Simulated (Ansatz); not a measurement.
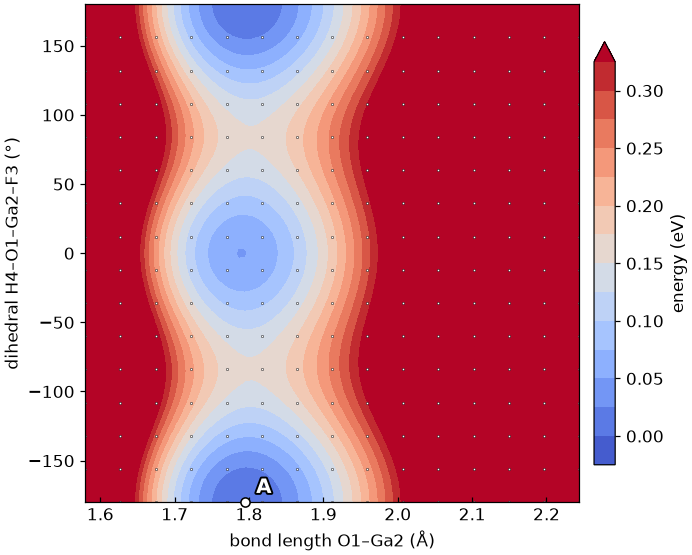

FGaHO, SMILES [OH][Ga][F], spin multiplicity 2. Coordinates scanned: (1) bond length O1–Ga2; (2) dihedral H4–O1–Ga2–F3. Nothing is relaxed (all other coordinates rigid). Grid: 15 × 15 points; 120 points were computed and 105 follow by symmetry. All energies are given in eV relative to the relaxed molecule at the same level. Computed with Ansatz, UKS PBE0-D4/def2-TZVP.

Drawn: filled contours, dots at the grid points, one colour for all values above the top of the scale, the well A. Between grid points the surface is interpolated.

Q: Where is the minimum, and how stiff is the well along each coordinate? Take the well at A.

A: The interpolated minimum is at bond length O1–Ga2 ≈ 1.795 Å, dihedral H4–O1–Ga2–F3 ≈ −180°. The curvatures there are about 22 eV/Å² and 0.27 eV/rad², with a cross term of about 0 eV/(Å·rad). Round the minimum the two coordinates are nearly uncoupled.
